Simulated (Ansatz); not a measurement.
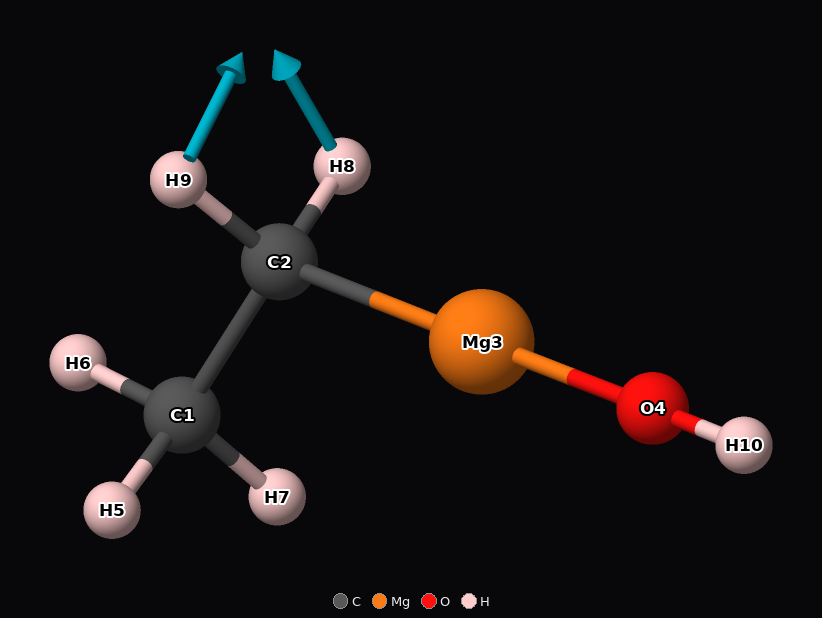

The arrows show one normal mode. Harmonic vibrations computed with RKS PBE0-D4/def2-TZVP (Ansatz 0.2.0) at a stationary point of the same level.

Question: What kind of motion is it?

Answer: Mostly H–C–H bending.

Question: At what wavenumber does it lie?

Answer: 1445 cm⁻¹; it is mode 16 of 24 counted from the lowest.
